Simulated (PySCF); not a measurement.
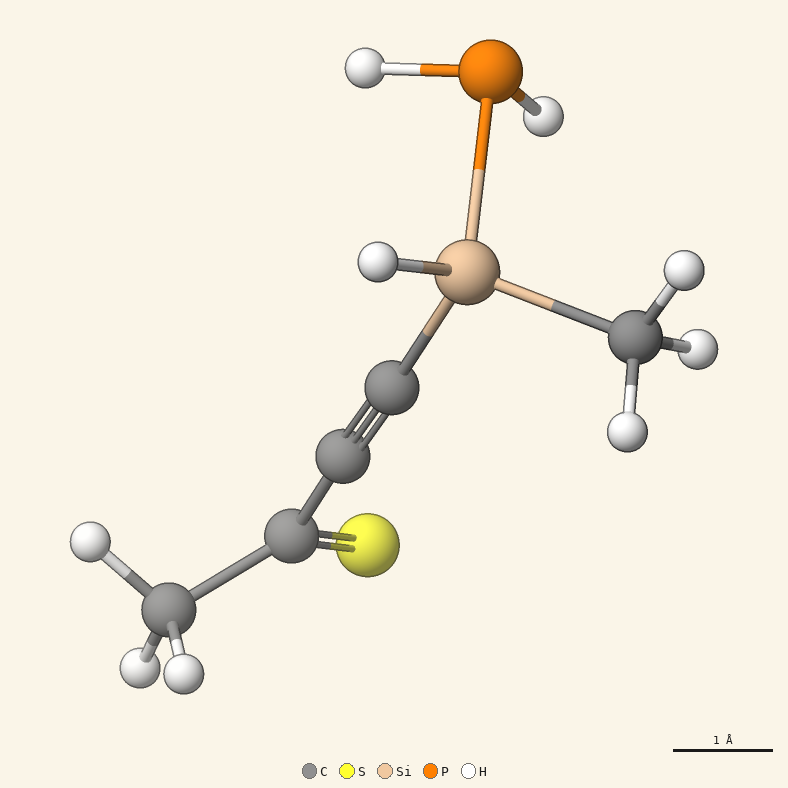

Rendered structure (ball-and-stick style).

The geometry was computed by an optimisation with GFN2-xTB. No frequency run is at hand to confirm it as a minimum.

What does the picture show?

Formula C₅H₉PSSi. SMILES: `CC(=S)C#C[Si@@H](C)P`. It has no ring. Among its groups: alkyne, Si–H bond. This geometry has C1 symmetry. Coordination: 2 C tetrahedral; 1 C trigonal planar; 2 C linear; 1 Si tetrahedral; 1 P trigonal pyramidal.

The parts below concern this one geometry. Atoms keep their numbers from picture to picture.

## Geometry

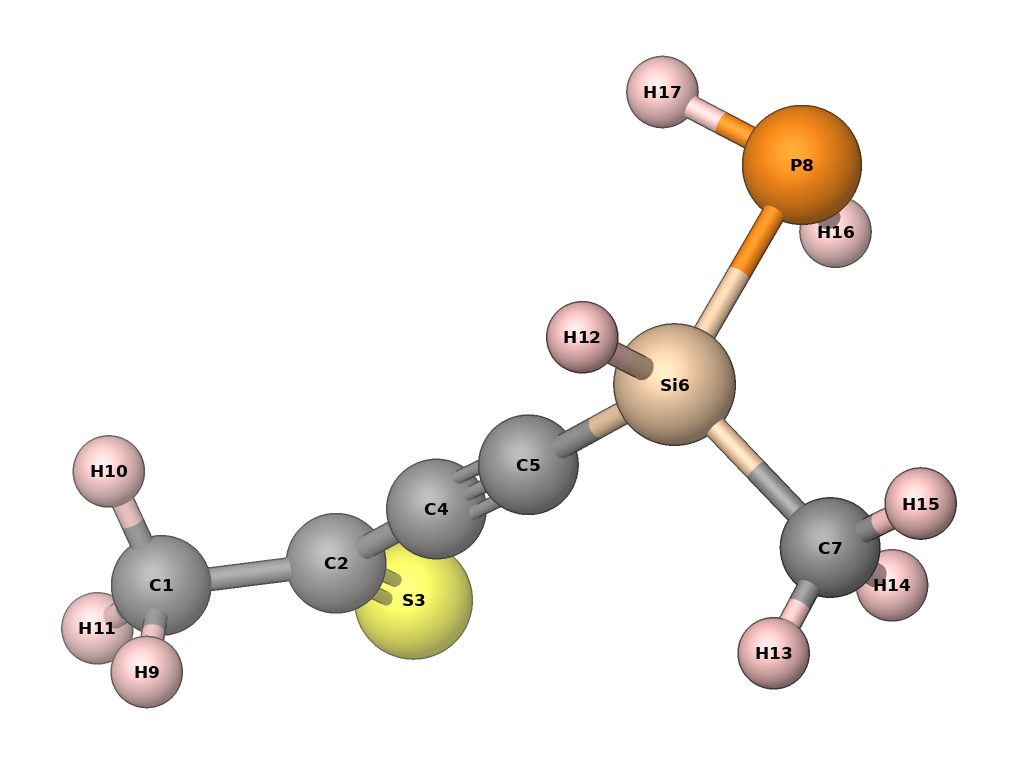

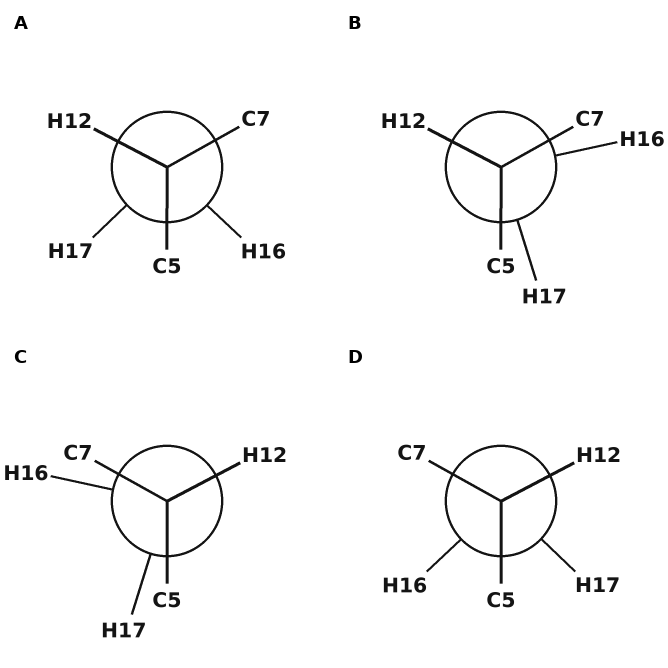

Depth is shown by fading: the farther an atom, the more it takes the colour of the background. Bonds that would overlap in a projection are set slightly apart. No frequency run is at hand to confirm it as a minimum.

Which Newman projection shows the view along Si6–P8, with Si6 in front?

Answer. A. The torsion angle C7–Si6–P8–H16 is 73°, synclinal (gauche).

## Charges

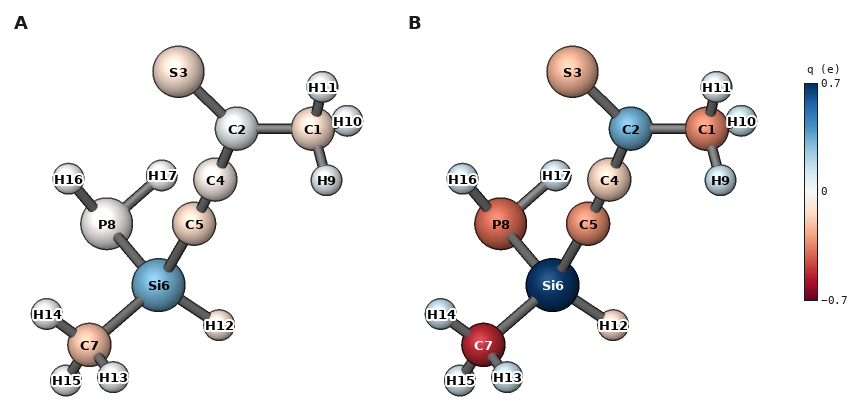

Atomic charges of one calculation by 2 schemes, on one colour scale. No frequency run is at hand to confirm it as a minimum. Computed with PBE0/pcSseg-1 (PySCF 2.14.0).

The schemes are ESP-fitted, Hirshfeld. Which panel shows which?

Answer. A Hirshfeld, B ESP-fitted.

List the charges (e), one line for each set of equivalent atoms.

| atom | Hirshfeld | ESP-fitted |
| --- | --- | --- |
| C1 | −0.11 | −0.34 |
| C2 | 0.05 | 0.34 |
| S3 | −0.11 | −0.23 |
| C4 | −0.04 | −0.15 |
| C5 | −0.14 | −0.32 |
| Si6 | 0.34 | 0.68 |
| C7 | −0.21 | −0.53 |
| P8 | −0.01 | −0.39 |
| H9 | 0.06 | 0.15 |
| H10 | 0.06 | 0.14 |
| H11 | 0.05 | 0.07 |
| H12 | −0.07 | −0.12 |
| H13 | 0.05 | 0.15 |
| H14 | 0.05 | 0.16 |
| H15 | 0.05 | 0.13 |
| H16 | 0.00 | 0.13 |
| H17 | −0.01 | 0.13 |

## Quadrupole coupling

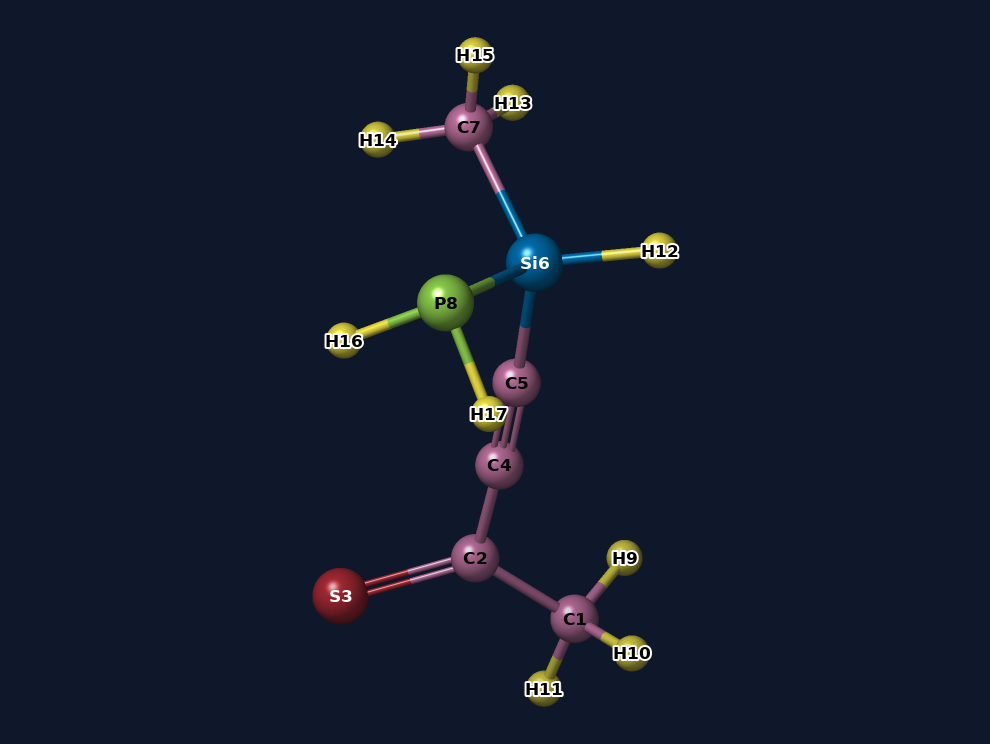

No frequency run is at hand to confirm it as a minimum. Electric field gradients from the ground-state density, PBE0/pcSseg-1 (PySCF 2.14.0), non-relativistic apart from any core potentials.

Give the largest field-gradient component, the quadrupole coupling constant and the asymmetry for 33S at S3 (Q = −67.81 mb), 2H at H9 (Q = 2.86 mb), 2H at H10 (Q = 2.86 mb), 2H at H11 (Q = 2.86 mb), 2H at H12 (Q = 2.86 mb).

| atom | V_zz (a.u.) | e²qQ/h (MHz) | η |
| --- | --- | --- | --- |
| S3 | −3.084 | 49.1 | 0.15 |
| H9 | 0.307 | 0.206 | 0.04 |
| H10 | 0.308 | 0.207 | 0.04 |
| H11 | 0.309 | 0.207 | 0.03 |
| H12 | 0.156 | 0.105 | 0.00 |

## Excitation

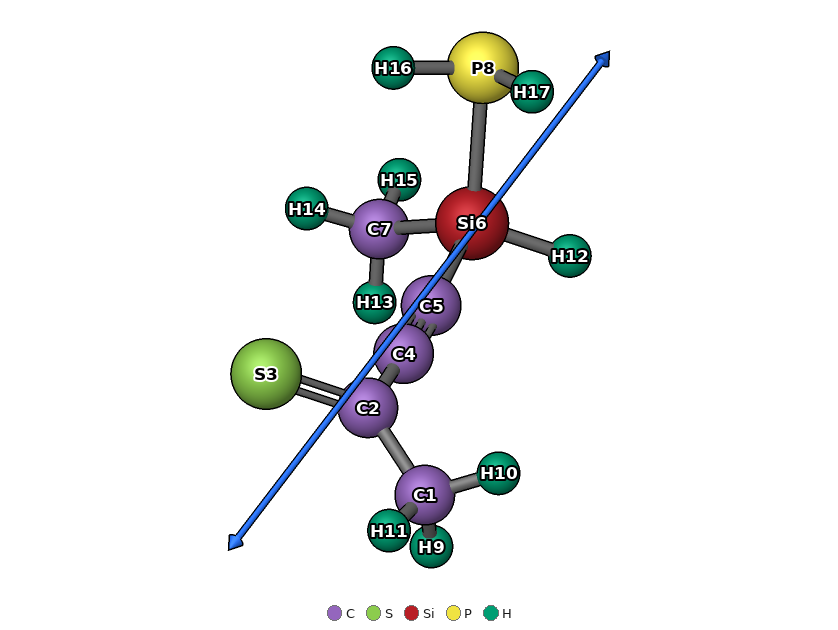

The double arrow shows the direction of the transition dipole to excited singlet state 2 (its length means nothing). No frequency run is at hand to confirm it as a minimum. Properties computed with TDDFT ωB97X-D/def2-SVPD, vertical, gas phase, core orbitals frozen in the response (PySCF 2.14.0).

Where does the transition lie, and how strong is it?

Answer. 3.96 eV (313 nm), oscillator strength 0.019, mainly HOMO−3 → LUMO (weight 0.57); transition dipole 1.12 D.

## NMR shielding

The questions are on isotropic NMR shieldings of the C atoms. No frequency run is at hand to confirm it as a minimum. Level of theory: GIAO PBE0/pcSseg-1 NMR shielding, non-relativistic, gas phase (PySCF 2.14.0).

Which C atom is the most shielded (lowest chemical shift)?

Answer. C7 (189.1 ppm).

Which C atom is the least shielded (highest chemical shift)?

Answer. C2 (−56.3 ppm).

How wide is the range of C shifts?

Answer. 245.4 ppm.

List the isotropic NMR shieldings of the C atoms.

```
atom  σ (ppm)
  C1    141.2
  C2    −56.3
  C4     69.5
  C5     67.5
  C7    189.1
```

The geometry is semi-empirical. Around P, Si such bond lengths and angles can be off by a tenth of an ångström or more and by several degrees, and values that hang on the shape move with them.
